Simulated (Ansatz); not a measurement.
Results of PBEsol-D3(BJ) (PAW; Ansatz, a quantum-chemistry and plane-wave program) for fluorite SrCl₂.

Settings: plane-wave cutoff 520 eV, 8×8×8 k mesh, Fermi–Dirac smearing 0.01 eV, scalar-relativistic PAW data made under PBE.

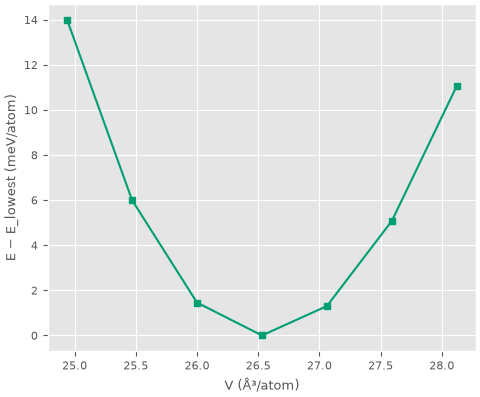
*Total energy against volume*

Question: From the curve, estimate the equilibrium volume and the bulk modulus.

Answer: V0 ≈ 26.5 Å³/atom and B0 ≈ 42 GPa; the fit gives V0 = 26.535 Å³/atom, B0 = 41.6 GPa, B′ = 4.6.

Measured, for comparison: bulk modulus 34.3 GPa (temperature not stated, not corrected to a static lattice, from elastic constants; as tabulated in Kanchana et al., Calculated structural, elastic and electronic properties of …); equilibrium volume per atom 28.27 Å³/atom (room temperature, not corrected to a static lattice; as tabulated in Kanchana et al., Calculated structural, elastic and electronic properties of …). Computed (rounded) less measured: bulk modulus +21 % (against room or unstated temperature, where such soft solids are markedly softer), equilibrium volume per atom -6.1 %.

Computed values are for the static lattice.

It cost around 40 core-seconds (rough) of CPU time.
